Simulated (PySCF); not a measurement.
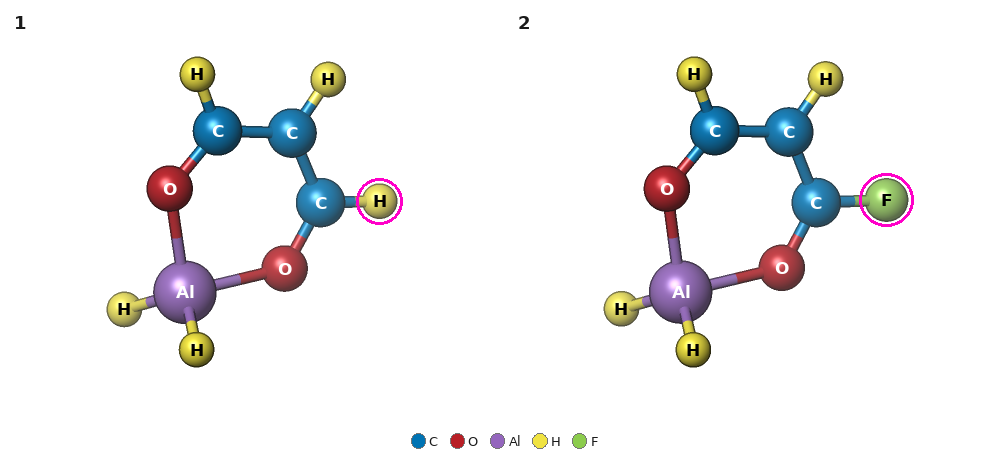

2 molecules with one skeleton, seen from the same side and at one scale; the atom that differs is circled. Charge 0, singlet. Computed geometries: PBE0-D3(BJ)/def2-SVP optimisations, one conformation each. Properties computed with PySCF 2.14.0.

One atom differs, called X below: H in panel 1, F in panel 2. Their formulas are C3H5AlO2 (`C1=C[O][AlH2-][O+]=C1`), C3H4AlFO2 (`FC1=CC=[O+][AlH2-][O]1`).

In which is the dipole moment larger (PBE0/STO-3G)?

Answer. In panel 1 (X = H).

In which is the length of X–C larger (PBE0-D3(BJ)/def2-SVP)?

Answer. In panel 2 (X = F).

Give the values. With PBE0-D3(BJ)/def2-SVP: length of X–C (Å), angle C–C–X (°). With PBE0/STO-3G: dipole moment (D), HOMO energy (Kohn–Sham orbital) (eV), HOMO–LUMO gap (eV), Hirshfeld charge of X (e), GIAO shielding of the C bonded to X (ppm).

```tsv
quantity	1 (H)	2 (F)	2 − 1
length of X–C (Å)	1.104	1.312	+0.208
angle C–C–X (°)	118.5	116.8	−1.7
dipole moment (D)	2.17	1.84	−0.33
HOMO energy (Kohn–Sham orbital) (eV)	−4.28	−4.29	−0.01
HOMO–LUMO gap (eV)	5.31	5.70	+0.39
Hirshfeld charge of X (e)	0.03	−0.01	−0.04
GIAO shielding of the C bonded to X (ppm)	99.6	108.1	+8.5
```
